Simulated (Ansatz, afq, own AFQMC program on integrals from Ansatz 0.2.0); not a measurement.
# ZrB (sextet): quantum Monte Carlo beside coupled cluster at distance Zr1–B2 = 1.894 Å, def2-TZVP

How near does AFQMC come to the top of the ladder for ZrB (sextet)?

The runs use Ansatz 0.2.0, Gaussian basis, and an in-house AFQMC program (afq) on its integrals; all values are calculated; def2-TZVP, frozen cores.

To be run: PBE (unrestricted); r2SCAN (unrestricted); PBE0 (unrestricted); B3LYP (unrestricted); CCSD(T) on UHF; wB97M-V (unrestricted); B2PLYP (unrestricted); CCSDT(Q) on UHF; Phaseless AFQMC, CISD trial on UHF.

3 further runs of the same task are left out: 3 that didn't finish.

## (1) The geometry

The geometry derives from a PBE0/def2-TZVP stationary point (not a proven minimum). One bond is set to the value named and the two fragments are kept rigid. No spin-orbit coupling is included. Elements past krypton take def2 core potentials.

2 atoms, charge 0, spin multiplicity 6.

Atoms are counted from 1 here; the program's logs count them from 0.

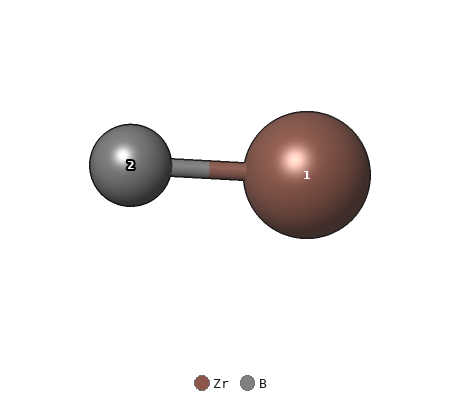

The geometry (zirconium brown, boron grey); atoms are numbered from 1 in the order of the file.

## (2) PBE (unrestricted)

File in.yaml:

```yaml
crystal:
  periodic: [false, false, false]
  atoms:
    - {symbol: Zr, position_ang: [0.000000, 0.000000, 0.000000]}
    - {symbol: B, position_ang: [0.000000, 0.000000, 1.894000]}
basis:
  gaussian: {orbitals: def2-TZVP}
magnetization: {spin_polarized: true, initial_magnetization: 5}
hamiltonian: {xc: {name: PBE}}
output: {orbitals: {seedname: orbitals}}
```

The run is started by

```console
> ansatz run in.yaml --threads 1 --pin off --events-out ev --progress --plain --max-ram 5632MiB --backend cpu
```

Log:

```text
Functional definition: PBE
  name "PBE"
  cite "Perdew, Burke & Ernzerhof, Phys. Rev. Lett. 77, 3865 (1996) doi:10.1103/PhysRevLett.77.3865"
  parent pbe
  parameter kappa = 0.804
  parameter beta = 0.06672455060314922
  exchange = pbe_x(kappa = kappa, mu = beta*pi^2/3)
  correlation = pbe_c(beta = beta)
490 factors; their error is unknown
mean field evaluation 1: about -1942.6380 eV, gradient 2.7e1 eV
mean field evaluation 2: about -1918.8341 eV, gradient 5.6e1 eV
mean field evaluation 4: about -1948.7192 eV, gradient 2.2e0 eV
mean field evaluation 8: about -1948.7579 eV, gradient 1.0e-1 eV
mean field evaluation 16: about -1948.7463 eV, gradient 1.7e0 eV
mean field evaluation 32: about -1948.7463 eV, gradient 1.7e0 eV
mean field evaluation 64: about -1946.6905 eV, gradient 7.6e0 eV
mean field -1948.75798930 eV, -71.6155351911 hartree, gradient 3.6e-5 eV, S^2 8.751647; 5 other end points of the search recorded, 0 dependent functions left out
reference -1948.75802782 eV, -71.6155366066 hartree; 11, 6 occupied and 60, 65 virtual orbitals, 490 factors
Total energy: -1948.75802782 eV, -71.6155366066 hartree
```

It took 6.5 s on 1 thread of AMD EPYC 7R13 (Zen 3), shared host; peak memory 0.73 GiB.

From the report: ⟨S²⟩ of the determinant 8.752 (pure sextet: 8.75).

## (3) r2SCAN (unrestricted)

in.yaml, as its differences from that of step 2:

```diff
@@ -8,3 +8,2 @@
 magnetization: {spin_polarized: true, initial_magnetization: 5}
-hamiltonian: {xc: {name: PBE}}
-output: {orbitals: {seedname: orbitals}}
+hamiltonian: {xc: {name: r2SCAN}}
```

Same command.

Log (excerpt; [...] marks lines left out):

```text
Functional definition: r2SCAN
  name "r2SCAN"
  cite "Furness, Kaplan, Ning, Perdew & Sun, J. Phys. Chem. Lett. 11, 8208 (2020) doi:10.1021/acs.jpclett.0c02405"
  cite "Furness, Kaplan, Ning, Perdew & Sun, J. Phys. Chem. Lett. 11, 9248 (2020) doi:10.1021/acs.jpclett.0c03077"
  parent r2scan
[...]
490 factors; their error is unknown
[...]
mean field -1949.82582681 eV, -71.6547774958 hartree, gradient 1.4e-5 eV, S^2 8.753824; 6 other end points of the search recorded, 0 dependent functions left out
reference -1949.82584753 eV, -71.6547782572 hartree; 11, 6 occupied and 60, 65 virtual orbitals, 490 factors
Total energy: -1949.82584753 eV, -71.6547782572 hartree
```

It took 15 s on 1 thread of AMD EPYC 7R13 (Zen 3), shared host; peak memory 0.73 GiB.

From the report: ⟨S²⟩ of the determinant 8.754 (pure sextet: 8.75).

## (4) PBE0 (unrestricted)

in.yaml, as its differences from that of step 3:

```diff
@@ -8,2 +8,3 @@
 magnetization: {spin_polarized: true, initial_magnetization: 5}
-hamiltonian: {xc: {name: r2SCAN}}
+hamiltonian: {xc: {name: PBE0}}
+output: {orbitals: {seedname: orbitals}}
```

Launched as before.

Log:

```text
Functional definition: PBE0
  name "PBE0"
  cite "Adamo & Barone, J. Chem. Phys. 110, 6158 (1999) doi:10.1063/1.478522"
  cite "Perdew, Burke & Ernzerhof, Phys. Rev. Lett. 77, 3865 (1996) doi:10.1103/PhysRevLett.77.3865"
  parent pbe
  parameter a = 0.25
  parameter kappa = 0.804
  parameter beta = 0.06672455060314922
  exchange = (1 - a)*pbe_x(kappa = kappa, mu = beta*pi^2/3) + a*exact_x
  correlation = pbe_c(beta = beta)
568 factors; their error is unknown
mean field evaluation 1: about -1945.6410 eV, gradient 2.1e1 eV
mean field evaluation 2: about -1943.5805 eV, gradient 2.7e1 eV
mean field evaluation 4: about -1948.2013 eV, gradient 2.3e0 eV
mean field evaluation 8: about -1948.2625 eV, gradient 1.0e-1 eV
mean field evaluation 16: about -1948.2626 eV, gradient 4.6e-5 eV
mean field -1948.26258245 eV, -71.5973293254 hartree, gradient 4.6e-5 eV, S^2 8.752499; 1 other end points of the search recorded, 0 dependent functions left out
reference -1948.26261144 eV, -71.5973303906 hartree; 11, 6 occupied and 60, 65 virtual orbitals, 568 factors
Total energy: -1948.26261144 eV, -71.5973303906 hartree
```

Wall time 1.6 s (1 thread of AMD EPYC 7R13 (Zen 3), shared host); peak memory 0.73 GiB.

From the report: ⟨S²⟩ of the determinant 8.752 (pure sextet: 8.75).

## (5) B3LYP (unrestricted)

in.yaml, as its differences from that of step 4:

```diff
@@ -8,3 +8,2 @@
 magnetization: {spin_polarized: true, initial_magnetization: 5}
-hamiltonian: {xc: {name: PBE0}}
-output: {orbitals: {seedname: orbitals}}
+hamiltonian: {xc: {name: B3LYP}}
```

Same command.

Log (excerpt; [...] marks lines left out):

```text
Functional definition: B3LYP
  name "B3LYP"
  cite "Stephens, Devlin, Chabalowski & Frisch, J. Phys. Chem. 98, 11623 (1994) doi:10.1021/j100096a001"
  cite "Becke, Phys. Rev. A 38, 3098 (1988) doi:10.1103/PhysRevA.38.3098"
  cite "Lee, Yang & Parr, Phys. Rev. B 37, 785 (1988) doi:10.1103/PhysRevB.37.785"
  cite "Vosko, Wilk & Nusair, Can. J. Phys. 58, 1200 (1980) doi:10.1139/p80-159"
[...]
524 factors; their error is unknown
[...]
mean field -1949.86109420 eV, -71.6560735485 hartree, gradient 3.7e-5 eV, S^2 8.752268; 2 other end points of the search recorded, 0 dependent functions left out
reference -1949.86126910 eV, -71.6560799759 hartree; 11, 6 occupied and 60, 65 virtual orbitals, 524 factors
Total energy: -1949.86126910 eV, -71.6560799759 hartree
```

Wall time 1.8 s (1 thread of AMD EPYC 7R13 (Zen 3), shared host); peak memory 0.73 GiB.

From the report: ⟨S²⟩ of the determinant 8.752 (pure sextet: 8.75).

## (6) CCSD(T) on UHF

in.yaml, as its differences from that of step 5:

```diff
@@ -8,2 +8,2 @@
 magnetization: {spin_polarized: true, initial_magnetization: 5}
-hamiltonian: {xc: {name: B3LYP}}
+correlation: {method: ccsd_t, electrons: outside_noble_gas, hamiltonian_folder: ham}
```

The run is started by

```console
> ansatz run in.yaml --threads 1 --pin off --events-out ev --progress --plain --max-ram 16896MiB --backend cuda --devices 0, --max-vram 18GiB
```

Log (excerpt; [...] marks lines left out):

```text
Functional definition: HF
  name "HF"
  cite "Fock, Z. Phys. 61, 126 (1930) doi:10.1007/BF01340294"
  parent pbe
[...]
562 factors; integrals over basis functions are off by at most 6.4e-4 eV
[...]
mean field -1932.40563273 eV, -71.0145971714 hartree, gradient 1.9e-6 eV, S^2 8.759473; 24 other end points of the search recorded, 0 dependent functions left out
determinant -1932.40563273 eV, -71.0145971714 hartree, with singles and doubles -1936.06202028 eV, -71.1489669355 hartree
determinant -1931.24648599 eV, -70.9719993143 hartree, with singles and doubles -1934.74872147 eV, -71.1007040941 hartree
determinant -1930.84728746 eV, -70.9573290389 hartree, with singles and doubles -1934.66034821 eV, -71.0974564369 hartree
determinant -1930.54755078 eV, -70.9463139190 hartree, with singles and doubles -1933.90593613 eV, -71.0697323041 hartree
[...]
determinant -1929.55398509 eV, -70.9098010535 hartree, with singles and doubles -1932.68191103 eV, -71.0247502114 hartree
determinant -1929.54136815 eV, -70.9093373893 hartree, with singles and doubles -1932.66579496 eV, -71.0241579570 hartree
determinant -1929.26751973 eV, -70.8992736454 hartree, with singles and doubles -1932.24923965 eV, -71.0088498315 hartree
determinant -1929.08506841 eV, -70.8925686831 hartree, with singles and doubles -1932.23328606 eV, -71.0082635479 hartree
5 core orbitals not correlated: weight in the atoms' cores, before any rotation towards them, 0.990 or more for the frozen orbitals, at most 0.006 for the correlated occupied ones
reference -1932.40563273 eV, -71.0145971714 hartree; 6, 1 occupied and 60, 65 virtual orbitals, 562 factors
second order -3.14798587 eV of doubles, -0.00000000 eV of singles
cycle   1  -3.59911638 eV  change   -1.6e-1 eV  update   1.8e-2
[...]
cycle  10  -3.60985893 eV  change   -6.3e-7 eV  update   7.6e-6
perturbative correction -0.21456962 eV, -0.0078852881 hartree
Total energy: -1936.23006128 eV, -71.1551423283 hartree
```

It took 28 s on 1 × NVIDIA H100 80GB HBM3 with 1 thread of AMD EPYC 7R13 (Zen 3), shared host; peak host memory 0.89 GiB.

From the report: ⟨S²⟩ of the determinant 8.759 (pure sextet: 8.75); correlation -3.8244 eV; T1 0.029; largest double amplitude 0.03.

This run also writes the integrals to the folder ham.

## (7) wB97M-V (unrestricted)

in.yaml, as its differences from that of step 6:

```diff
@@ -8,2 +8,3 @@
 magnetization: {spin_polarized: true, initial_magnetization: 5}
-correlation: {method: ccsd_t, electrons: outside_noble_gas, hamiltonian_folder: ham}
+hamiltonian: {xc: {name: wB97M-V}}
+output: {orbitals: {seedname: orbitals}}
```

The run is started by

```console
> ansatz run in.yaml --threads 1 --pin off --events-out ev --progress --plain --max-ram 5632MiB --backend cpu
```

Log (excerpt; [...] marks lines left out):

```text
Functional definition: wB97M-V
  name "wB97M-V"
  cite "Mardirossian & Head-Gordon, J. Chem. Phys. 144, 214110 (2016) doi:10.1063/1.4952647"
  cite "Becke, J. Chem. Phys. 107, 8554 (1997) doi:10.1063/1.475007"
  cite "Vydrov & Van Voorhis, J. Chem. Phys. 133, 244103 (2010) doi:10.1063/1.3521275"
  # Of w^i u^j: cxij and so on, Table III.
[...]
  gx(w, u) = 1 - cx + cx01*u + cx10*w
  gss(w, u) = css00 + css04*u^4 + css10*w + css20*w^2 + css43*w^4*u^3
  gos(w, u) = cos00 + cos10*w + (cos20 + cos21*u)*w^2 + (cos60 + cos61*u)*w^6
[...]
      + integral(e_c_pw_mod_opposite_spin*gos(b97_w_opposite, b97_u_opposite)) + vv10(b, c)
521 factors; their error is unknown
142 factors; integrals over basis functions are off by at most 6.2e-5 eV
[...]
mean field -1946.59806626 eV, -71.5361594835 hartree, gradient 3.3e-5 eV, S^2 8.753300; 2 other end points of the search recorded, 0 dependent functions left out
reference -1946.59810120 eV, -71.5361607675 hartree; 11, 6 occupied and 60, 65 virtual orbitals, 521 factors
Total energy: -1946.59810120 eV, -71.5361607675 hartree
```

It took 9.5 s on 1 thread of AMD EPYC 7R13 (Zen 3), shared host; peak memory 0.73 GiB.

From the report: ⟨S²⟩ of the determinant 8.753 (pure sextet: 8.75).

## (8) B2PLYP (unrestricted)

in.yaml, as its differences from that of step 7:

```diff
@@ -8,3 +8,3 @@
 magnetization: {spin_polarized: true, initial_magnetization: 5}
-hamiltonian: {xc: {name: wB97M-V}}
-output: {orbitals: {seedname: orbitals}}
+hamiltonian: {xc: {name: B2PLYP}}
+correlation: {electrons: outside_noble_gas}
```

Same command.

Log (excerpt; [...] marks lines left out):

```text
Functional definition: B2PLYP
  name "B2PLYP"
  cite "Grimme, J. Chem. Phys. 124, 034108 (2006) doi:10.1063/1.2148954"
  cite "Becke, Phys. Rev. A 38, 3098 (1988) doi:10.1103/PhysRevA.38.3098"
  cite "Lee, Yang & Parr, Phys. Rev. B 37, 785 (1988) doi:10.1103/PhysRevB.37.785"
[...]
562 factors; integrals over basis functions are off by at most 6.4e-4 eV
[...]
mean field -1943.03376598 eV, -71.4051738641 hartree, gradient 5.0e-6 eV, S^2 8.754199; 2 other end points of the search recorded, 0 dependent functions left out
5 core orbitals not correlated: weight in the atoms' cores, before any rotation towards them, 0.993 or more for the frozen orbitals, at most 0.004 for the correlated occupied ones
reference -1943.03387510 eV, -71.4051778741 hartree; 6, 1 occupied and 60, 65 virtual orbitals, 562 factors
second order -4.19569836 eV of doubles, -0.00000000 eV of singles
Total energy: -1944.16671365 eV, -71.4468089233 hartree
```

It took 2.6 s on 1 thread of AMD EPYC 7R13 (Zen 3), shared host; peak memory 0.73 GiB.

From the report: ⟨S²⟩ of the determinant 8.754 (pure sextet: 8.75).

## (9) CCSDT(Q) on UHF

in.yaml, as its differences from that of step 8:

```diff
@@ -8,3 +8,2 @@
 magnetization: {spin_polarized: true, initial_magnetization: 5}
-hamiltonian: {xc: {name: B2PLYP}}
-correlation: {electrons: outside_noble_gas}
+correlation: {method: ccsdt_q, electrons: outside_noble_gas}
```

The run is started by

```console
> ansatz run in.yaml --threads 1 --pin off --events-out ev --progress --plain --max-ram 16896MiB --backend cuda --devices 0, --max-vram 18GiB
```

Log (excerpt; [...] marks lines left out):

```text
Functional definition: HF
  name "HF"
  cite "Fock, Z. Phys. 61, 126 (1930) doi:10.1007/BF01340294"
  parent pbe
[...]
981 factors; integrals over basis functions are off by at most 1.7e-7 eV
[...]
mean field -1932.40564038 eV, -71.0145974524 hartree, gradient 1.9e-6 eV, S^2 8.759473; 24 other end points of the search recorded, 0 dependent functions left out
determinant -1932.40564038 eV, -71.0145974524 hartree, with singles and doubles -1936.06202286 eV, -71.1489670302 hartree
determinant -1931.24649728 eV, -70.9719997293 hartree, with singles and doubles -1934.74873159 eV, -71.1007044660 hartree
determinant -1930.84729596 eV, -70.9573293511 hartree, with singles and doubles -1934.66035174 eV, -71.0974565664 hartree
determinant -1930.54755927 eV, -70.9463142312 hartree, with singles and doubles -1933.90594535 eV, -71.0697326431 hartree
[...]
determinant -1929.55399521 eV, -70.9098014251 hartree, with singles and doubles -1932.68191847 eV, -71.0247504849 hartree
determinant -1929.54137803 eV, -70.9093377525 hartree, with singles and doubles -1932.66580245 eV, -71.0241582323 hartree
determinant -1929.26752651 eV, -70.8992738946 hartree, with singles and doubles -1932.24922038 eV, -71.0088491233 hartree
determinant -1929.08507705 eV, -70.8925690008 hartree, with singles and doubles -1932.23328931 eV, -71.0082636675 hartree
5 core orbitals not correlated: weight in the atoms' cores, before any rotation towards them, 0.990 or more for the frozen orbitals, at most 0.006 for the correlated occupied ones
reference -1932.40564038 eV, -71.0145974524 hartree; 6, 1 occupied and 60, 65 virtual orbitals, 981 factors
second order -3.14798119 eV of doubles, -0.00000000 eV of singles
cycle   1  -3.43269623 eV  change   -2.8e-1 eV  update   8.3e-2
[...]
cycle  19  -3.85596500 eV  change   -2.4e-7 eV  update   5.5e-7
perturbative correction -0.01407776 eV, -0.0005173483 hartree
Total energy: -1936.27568314 eV, -71.1568189006 hartree
```

Run time: 34 s. Hardware: 1 × NVIDIA H100 80GB HBM3 with 1 thread of AMD EPYC 7R13 (Zen 3), shared host; peak host memory 0.92 GiB.

From the report: ⟨S²⟩ of the determinant 8.759 (pure sextet: 8.75); correlation -3.8700 eV; T1 0.029; largest double amplitude 0.04.

## (10) Phaseless AFQMC, CISD trial on UHF

It reads the integrals that the CCSD(T) run on this determinant wrote.

The run is started by

```console
> afq ham --method phaseless --trial cisd --walkers 4000 --populations 20 --least-time 60 --time-step 0.005 --steps-per-block 50 --equilibration-blocks 40 --max-blocks 4000 --target-error 0.00016 --factor-cut 1e-05 --start spin_pure --seed 5022 --release-times 0.24,0.6,1.2,2,3,4.2 --release-step 0.04 --release-every 3 --taylor-order 6
```

Log:

```text
orbitals 66  electrons 6 1  factors 512 of 562
reference energy -71.01459717 Eh
CCSD correlation -0.13265991 Eh in 12 cycles, weight of the determinant in the CISD state 0.8930
energy of the start -71.147135 Eh
 block  time / (1/Eh)  mean weight  energy / Eh
     1     0.250  1.0000  -71.146964
     2     0.500  0.9998  -71.147978
     3     0.750  0.9998  -71.149196
     4     1.000  1.0000  -71.150391
     5     1.250  1.0001  -71.151407
     6     1.500  1.0000  -71.152357
     7     1.750  0.9997  -71.153285
     8     2.000  1.0001  -71.153765
     9     2.250  1.0000  -71.154203
    10     2.500  0.9999  -71.154077
    11     2.750  1.0000  -71.154692
    13     3.250  0.9997  -71.155330
    15     3.750  0.9999  -71.155865
    17     4.250  0.9999  -71.155861
    19     4.750  0.9999  -71.155952
    21     5.250  0.9998  -71.155399
    23     5.750  0.9999  -71.156358
    25     6.250  0.9997  -71.156485
    27     6.750  1.0002  -71.155616
    29     7.250  0.9999  -71.156148
    31     7.750  0.9998  -71.155007
    33     8.250  1.0000  -71.155161
    35     8.750  0.9999  -71.155434
    37     9.250  0.9999  -71.155348
    39     9.750  0.9997  -71.155621
    41    10.250  0.9997  -71.155755
    43    10.750  0.9999  -71.155227
    45    11.250  1.0000  -71.155167
    47    11.750  1.0000  -71.155402
    49    12.250  1.0002  -71.155211
    51    12.750  0.9997  -71.155418
    53    13.250  1.0001  -71.155305
    55    13.750  1.0001  -71.155593
    57    14.250  1.0000  -71.155421
    59    14.750  1.0000  -71.155520
    61    15.250  0.9994  -71.154906
    63    15.750  1.0002  -71.154910
    65    16.250  0.9999  -71.155441
    67    16.750  1.0001  -71.154713
    69    17.250  1.0000  -71.154649
    71    17.750  1.0000  -71.154404
    73    18.250  0.9999  -71.154461
    75    18.750  1.0004  -71.154788
    77    19.250  1.0001  -71.154431
    79    19.750  1.0002  -71.154965
    81    20.250  0.9998  -71.155493
    83    20.750  1.0000  -71.154913
    85    21.250  1.0005  -71.157411
    87    21.750  0.9998  -71.155427
    89    22.250  0.9998  -71.154929
error from the spread of 20 populations
released: time / (1/Eh)  energy / Eh  error  mean overlap
  0.24  -71.155360  0.000098  0.9991
  0.60  -71.155811  0.000080  0.9956
  1.20  -71.156274  0.000148  0.9942
  2.00  -71.156571  0.000131  0.9853
  3.00  -71.156963  0.000226  0.9870
  4.20  -71.156782  0.000167  0.9932
energy -71.155082 +/- 0.000146 Eh
```

It took 2.8 min on 1 × NVIDIA H100 80GB HBM3 with 2 threads of AMD EPYC 7R13 (Zen 3), shared host; peak host memory 1.6 GiB.

Energy -1936.2284 ± 0.0040 eV. Caveats: constraint bias not in the error.

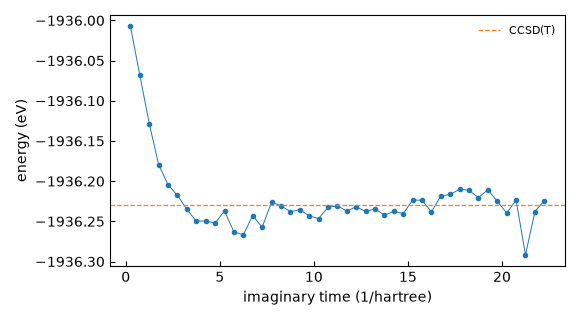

Block energies along the walk.

## (11) All levels side by side

On the UHF determinant, counted from CCSDT(Q) (a yardstick, not exact):

```csv
level,energy (eV),from CCSDT(Q) (kJ/mol),statistical error (kJ/mol),time
HF,-1932.4056,+373.4,,
MP2,-1935.5536,+69.7,,
CCSD,-1936.0155,+25.1,,
CCSD(T),-1936.2301,+4.4,,
CCSDT(Q),-1936.2757,0.0,,
"Phaseless AFQMC, CISD trial, step 0.005, 4000 walkers",-1936.2284,+4.6,0.4,2.8 min
```

The functionals' totals stand on their own zeros and serve differences with other points: PBE -1948.758 eV; r2SCAN -1949.826 eV; PBE0 -1948.263 eV; B3LYP -1949.861 eV; wB97M-V -1946.598 eV; B2PLYP -1944.167 eV.

## (12) What came out

| quantity | value |
| --- | --- |
| CCSD(T) on UHF from CCSDT(Q) | +4.4 kJ/mol |
| Phaseless AFQMC, CISD trial on UHF from CCSDT(Q) | +4.6 ± 0.4 kJ/mol |

In words: On UHF the phaseless walk with the CISD trial lies +4.6 kJ/mol from CCSDT(Q), 12 times its error bar. Error bars are statistical and leave out the constraint, the time step and what remains of the start. Zr carries a core potential, and spin-orbit coupling is left out.
